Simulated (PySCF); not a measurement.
**GeCl2 (SMILES Cl[Ge]Cl) at M06-2X/aug-cc-pVDZ**

Aim: the energy change on altering one bond length of GeCl2 at M06-2X/aug-cc-pVDZ, from 2 runs. 

The results are computed with PySCF 2.14.0.

2 further runs of the same task are left out: 2 set aside as unsound or not needed.

**1. The molecule**

GeCl2 has 3 atoms, charge 0, and is taken as a singlet. As SMILES, `Cl[Ge]Cl`. Geometry: relaxed at PBE0-D4/def2-TZVP.

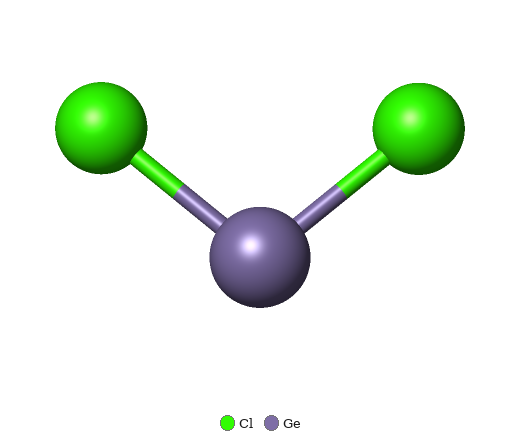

The structure, seen from a chosen angle (chlorine green, germanium purple).

**2. The energy at M06-2X/aug-cc-pVDZ**

calc.py

```python
from pyscf import gto, dft

mol = gto.M(
    atom='''
Cl  -0.065420  -1.681680   0.422740
Ge  -0.421210   0.067170  -0.832020
Cl   0.486630   1.614500   0.409270
''',
    basis='aug-cc-pvdz',
    verbose=4,
    max_memory=1860,
    charge=0,
)

ks = dft.RKS(mol, xc='m06-2x')
ks.grids.level = 5
ks.conv_tol = 1e-10
ks.kernel()
if not ks.converged:
    ks = ks.newton().run(ks.mo_coeff, ks.mo_occ)

e_tot = ks.e_tot
print(f'total energy: {e_tot:.8f} hartree')
```

On the command line:

```console
OMP_NUM_THREADS=1 python calc.py
```

Log:

```text
PySCF version 2.14.0

[INPUT] num. atoms = 3
[INPUT] num. electrons = 66
[INPUT] charge = 0
[INPUT] spin (= nelec alpha-beta = 2S) = 0
[INPUT] symmetry False subgroup None
[INPUT] Mole.unit = angstrom
[INPUT] Symbol           X                Y                Z      unit          X                Y                Z       unit  Magmom
[INPUT]  1 Cl    -0.065420000000  -1.681680000000   0.422740000000 AA   -0.123625883069  -3.177914629159   0.798862821899 Bohr   0.0
[INPUT]  2 Ge    -0.421210000000   0.067170000000  -0.832020000000 AA   -0.795971540928   0.126932903787  -1.572289930161 Bohr   0.0
[INPUT]  3 Cl     0.486630000000   1.614500000000   0.409270000000 AA    0.919597423997   3.050962828110   0.773408211001 Bohr   0.0

nuclear repulsion = 309.669448023499
number of shells = 25
number of NR pGTOs = 186
number of NR cGTOs = 90
basis = aug-cc-pvdz
ecp = {}

******** <class 'pyscf.dft.rks.RKS'> ********
method = RKS
initial guess = minao
damping factor = 0
level_shift factor = 0
DIIS = <class 'pyscf.scf.diis.CDIIS'>
diis_start_cycle = 1
diis_space = 8
diis_damp = 0
SCF conv_tol = 1e-10
SCF conv_tol_grad = None
SCF max_cycles = 50
direct_scf = True
direct_scf_tol = 1e-13
XC library pyscf.dft.libxc version 7.0.0
    S. Lehtola, C. Steigemann, M. J.T. Oliveira, and M. A.L. Marques.,  SoftwareX 7, 1–5 (2018)
XC functionals = m06-2x
    Y. Zhao and D. G. Truhlar.,  Theor. Chem. Acc. 120, 215 (2008)
    Y. Zhao and D. G. Truhlar.,  Theor. Chem. Acc. 120, 215 (2008)
radial grids:
    Treutler-Ahlrichs [JCP 102, 346 (1995); DOI:10.1063/1.469408] (M4) radial grids

becke partition: Becke, JCP 88, 2547 (1988); DOI:10.1063/1.454033
pruning grids: <function nwchem_prune>
grids dens level: 5
symmetrized grids: False
atomic radii adjust function: <function treutler_atomic_radii_adjust>
small_rho_cutoff = 0
Set gradient conv threshold to 1e-05
Initial guess from minao.
tot grids = 130832
init E= -2996.89604267776
  HOMO = -0.282109452393396  LUMO = -0.0928134376871157  gap/eV = 5.15101
cycle= 1 E= -2997.38736264751  delta_E= -0.491  |g|= 0.395  |ddm|=  1.5
  HOMO = -0.332397671348767  LUMO = -0.124888418988088  gap/eV = 5.64661
cycle= 2 E= -2997.38260542919  delta_E= 0.00476  |g|= 0.443  |ddm|= 0.92
  HOMO = -0.339774164557184  LUMO = -0.0842630309055921  gap/eV = 6.95281
cycle= 3 E= -2997.44575563176  delta_E= -0.0632  |g|= 0.0122  |ddm|= 0.415
  HOMO = -0.337674799291017  LUMO = -0.0798711741151437  gap/eV = 7.01519
cycle= 4 E= -2997.44587160985  delta_E= -0.000116  |g|= 0.00381  |ddm|= 0.0424
  HOMO = -0.338188013716961  LUMO = -0.0804729553873107  gap/eV = 7.01278
cycle= 5 E= -2997.44587853438  delta_E= -6.92e-06  |g|= 0.00113  |ddm|= 0.00878
  HOMO = -0.338263602045386  LUMO = -0.0806422428723574  gap/eV = 7.01023
cycle= 6 E= -2997.44587923564  delta_E= -7.01e-07  |g|= 0.000295  |ddm|= 0.00254
  HOMO = -0.338264055036819  LUMO = -0.0806494726897409  gap/eV = 7.01005
cycle= 7 E= -2997.44587928077  delta_E= -4.51e-08  |g|= 7.67e-05  |ddm|= 0.00051
  HOMO = -0.33825646089761  LUMO = -0.0806352832324824  gap/eV = 7.01023
cycle= 8 E= -2997.44587928421  delta_E= -3.45e-09  |g|= 1.5e-05  |ddm|= 0.000163
  HOMO = -0.338258839904369  LUMO = -0.0806379320570703  gap/eV = 7.01022
cycle= 9 E= -2997.44587928434  delta_E= -1.29e-10  |g|= 5.23e-06  |ddm|= 2.99e-05
  HOMO = -0.338257953176234  LUMO = -0.0806374551340685  gap/eV = 7.01021
cycle= 10 E= -2997.44587928435  delta_E= -9.55e-12  |g|= 6.22e-07  |ddm|= 1.01e-05
  HOMO = -0.33825789598633  LUMO = -0.080637332869977  gap/eV = 7.01021
Extra cycle  E= -2997.44587928433  delta_E= 2.18e-11  |g|= 3.6e-07  |ddm|= 1.59e-06
converged SCF energy = -2997.44587928433
total energy: -2997.44587928 hartree
```

It took 32 s on 1 thread of AMD EPYC (Zen 3), shared host; peak memory 0.46 GiB.

**3. The distorted shape at the same level**

job.py

```python
from pyscf import gto, dft

molecule = gto.M(
    atom='''
Cl     0.414243    -5.821757     2.695759
Ge    -0.795972     0.126933    -1.572290
Cl     0.919597     3.050963     0.773408
''',
    charge=0,
    basis='aug-cc-pvdz',
    verbose=3,
    max_memory=1860,
    unit='bohr',
)

calc0 = dft.RKS(molecule, xc='m06-2x')
calc0.grids.level = 5
calc0.conv_tol = 1e-10
calc0.kernel()
if not calc0.converged:
    calc0 = calc0.newton().run(calc0.mo_coeff, calc0.mo_occ)

e_final = calc0.e_tot
print('Final energy', e_final)
```

On the command line:

```console
OMP_NUM_THREADS=1 python job.py
```

Log:

```text
converged SCF energy = -2997.32062078626
Final energy -2997.3206207862554
```

Run time: 46 s. Hardware: 1 thread of AMD EPYC (Zen 3), shared host; peak memory 0.46 GiB.

**4. Results**

Level: M06-2X/aug-cc-pVDZ.

| quantity | value |
| --- | --- |
| first shape: total energy | -2997.44588 Eh |
| first shape: dipole moment | 1.96 D |
| first shape: HOMO energy | -9.20 eV |
| first shape: LUMO energy | -2.19 eV |
| first shape: HOMO–LUMO gap | 7.01 eV |
| distorted shape: total energy | -2997.32062 Eh |
| distorted shape: dipole moment | 11.45 D |
| distorted shape: HOMO energy | -7.43 eV |
| distorted shape: LUMO energy | -4.21 eV |
| distorted shape: HOMO–LUMO gap | 3.22 eV |
| energy change with the Cl1–Ge2 bond stretched from 2.182 to 3.927 Å | 3.408 eV |

What this shows: One bond (distorted shape) is far stretched, which a spin-restricted single reference describes badly; a broken-symmetry solution may lie lower. With the Cl1–Ge2 bond stretched from 2.182 to 3.927 Å the energy rises by 3.41 eV (329 kJ/mol). The first shape isn't relaxed at this level, so the change isn't measured from a minimum. A restricted reference can't describe the breaking bond well at this length. Mulliken charges (distorted shape) run from -0.65 on Cl1 to +0.95 on Ge2; in a basis this large or diffuse they mean little.
